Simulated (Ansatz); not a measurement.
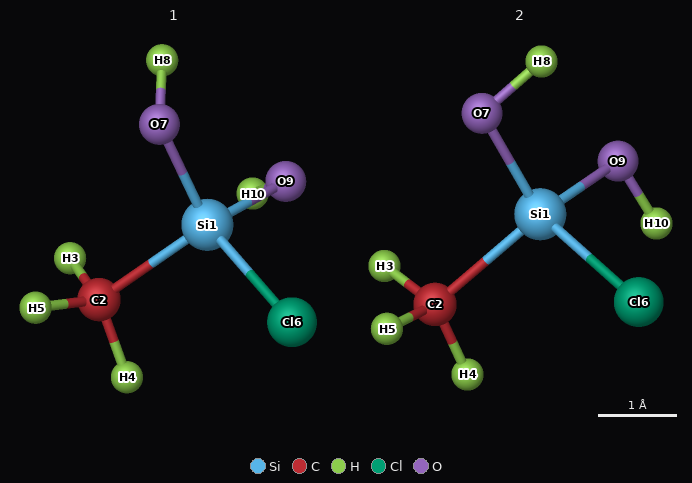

Two geometries of CH₅ClO₂Si, drawn at one scale. One is the start of a relaxation, the other its converged end. Style: ball-and-stick. Shown from a free direction.

Computed with RKS BLYP-D4/STO-3G in Ansatz. Settings: no spin polarisation; force threshold 0.02 eV/Å; at most 40 steps.

Q: Which geometry has the lower energy?

A: Structure 2 is the relaxed one. The run prepares the start of a later molecular dynamics calculation, from a guessed geometry. Over 13 geometry steps the energy falls by 42.9 kJ/mol. Largest force component: 1.8 eV/Å at the start, 0.01 eV/Å at the end. H10 moves most after the best rigid fit: 0.89 Å. Largest moves by element: H 0.89 Å, O 0.42 Å, Cl 0.32 Å, Si 0.29 Å, C 0.14 Å. Some distances before and after: Si1–O9 1.679 → 1.718 Å, Si1–Cl6 2.130 → 2.169 Å, O7–H8 1.010 → 1.038 Å, Si1–O7 1.679 → 1.707 Å. Among the angles between lasting bonds that change: C2–Si1–O9 109.5° → 117.1°, Si1–O7–H8 109.5° → 104.4°, Si1–O9–H10 109.5° → 104.7°. Groups turn about Si1–O9 by about 75°, Si1–O7 by about 70°.

Limits of the set-up: STO-3G is a minimal basis, so the numbers are rough.
